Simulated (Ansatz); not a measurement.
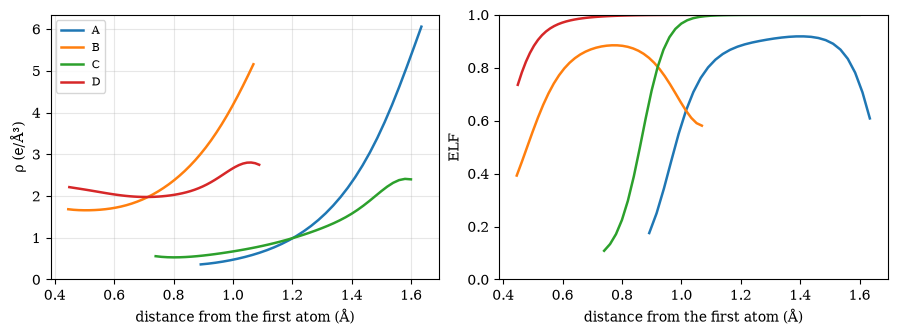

*C2H9AlO (SMILES C[O+](C)[AlH3-]). Electron density and ELF along straight lines between neighbouring atoms. The curves leave out the atomic cores.*

Geometry: PBE0-D4/def2-TZVP.

These are results of Ansatz 0.2.0, RKS PBE0-D4/def2-TZVPP, not measurements.

The calculation's input:

```
crystal:
  periodic: [false, false, false]
  atoms:
    - {symbol: C, position_ang: [-0.125941, 1.186763, -0.841939]}
    - {symbol: O, position_ang: [-0.308920, 0.164441, 0.133788]}
    - {symbol: C, position_ang: [0.392101, 0.416095, 1.348653]}
    - {symbol: Al, position_ang: [-0.343923, -1.706272, -0.517285]}
    - {symbol: H, position_ang: [-0.717007, 0.903489, -1.710558]}
    - {symbol: H, position_ang: [-0.480855, 2.137305, -0.437700]}
    - {symbol: H, position_ang: [0.930150, 1.262688, -1.115715]}
    - {symbol: H, position_ang: [0.042879, 1.358290, 1.776703]}
    - {symbol: H, position_ang: [1.468550, 0.461787, 1.160934]}
    - {symbol: H, position_ang: [0.165359, -0.409166, 2.020662]}
    - {symbol: H, position_ang: [-1.404337, -1.526648, -1.700779]}
    - {symbol: H, position_ang: [-0.793801, -2.422266, 0.840057]}
    - {symbol: H, position_ang: [1.196143, -1.861306, -0.942220]}
basis:
  gaussian: {orbitals: def2-TZVPP}
hamiltonian: {xc: pbe0, dispersion: d4}
output: {orbitals: {seedname: orbitals}}
```

Command:

```sh
ansatz run in.yaml --threads 4 --pin off --events-out ev --progress --plain --max-ram 10444MiB
```

Question: Which curve belongs to which contact (Al–H, Al–O, C–H and C–O)? The first atom named is at distance zero.

Answer: Curve A: Al–O (1.98 Å): ρ at the midpoint is about 0.46 e/Å³; the ELF peaks at about 0.90 in the valence shell of O, 0.6 Å from its nucleus, and is about 0.55 at the midpoint. Curve B: C–O (1.43 Å): ρ at the midpoint is about 2 e/Å³, with its minimum of 1.7 e/Å³ about 0.5 Å from C; the ELF peaks at about 0.90 between the atoms, as expected for a polar covalent bond. Curve C: Al–H (1.60 Å): ρ is about 0.53 e/Å³ halfway; the ELF climbs to about 1 towards the hydrogen. Curve D: C–H (1.09 Å): the density is about 2.1 e/Å³ at the midpoint; the ELF climbs to about 1 towards the hydrogen; an ordinary covalent bond to hydrogen.
